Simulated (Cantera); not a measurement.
Input: 1 mol Si, 0.048 mol N₂O, 36 mol N₂, 0.25 mol CO₂, equilibrated at 2.00 bar.

Method: chemical equilibrium by Gibbs-energy minimisation in Cantera with the NASA 1993 tables (ideal gas, pure condensed phases). Candidate condensed phases: C, Si, SiC, SiO₂, Si₂N₂O, Si₃N₄; 34 gas species. Mutual solubility and eutectic melting of coexisting phases are not modelled. The tables' values for SiN are old estimates; treat these amounts as uncertain. The numbers say what is thermodynamically allowed, not how fast it happens.

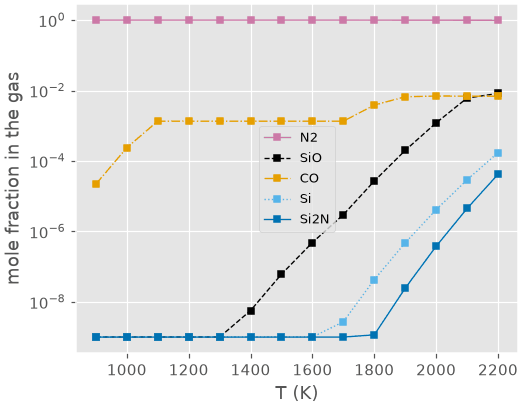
*Equilibrium gas composition (values under 1e-9 drawn at 1e-9)*

From 900 K to 1000 K the condensed part is C(graphite) + SiO₂(β-quartz) + Si₂N₂O(s). From 1100 K to 1700 K the condensed part is C(graphite) + Si₂N₂O(s). From 1800 K to 1900 K the condensed part is SiC(s) + Si₂N₂O(s) + Si₃N₄(s). From 2000 K to 2100 K the condensed part is Si₂N₂O(s) + Si₃N₄(s). At 2200 K the condensed part is Si₃N₄(s).
